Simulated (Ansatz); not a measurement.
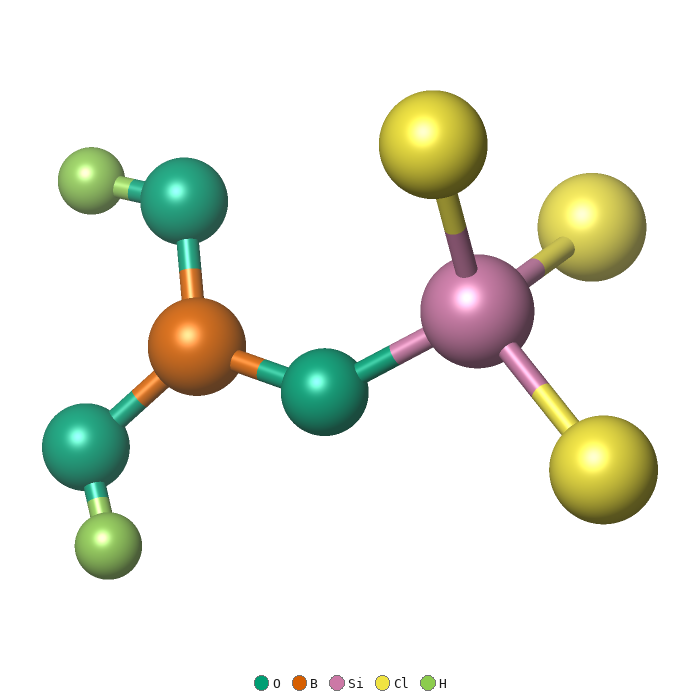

Computed geometry: PBE0-D4/def2-TZVP optimisation. No frequency run is at hand to confirm it as a minimum.

Draw it as a skeletal formula.

SMILES: OB(O)O[Si](Cl)(Cl)Cl

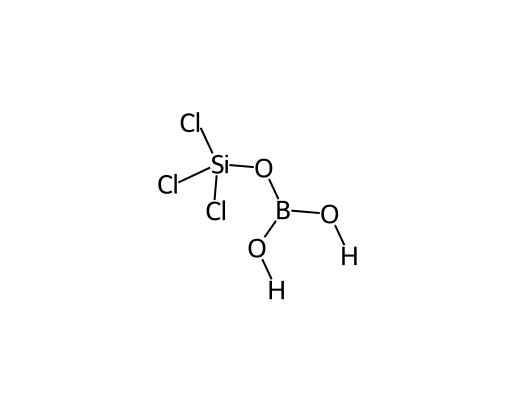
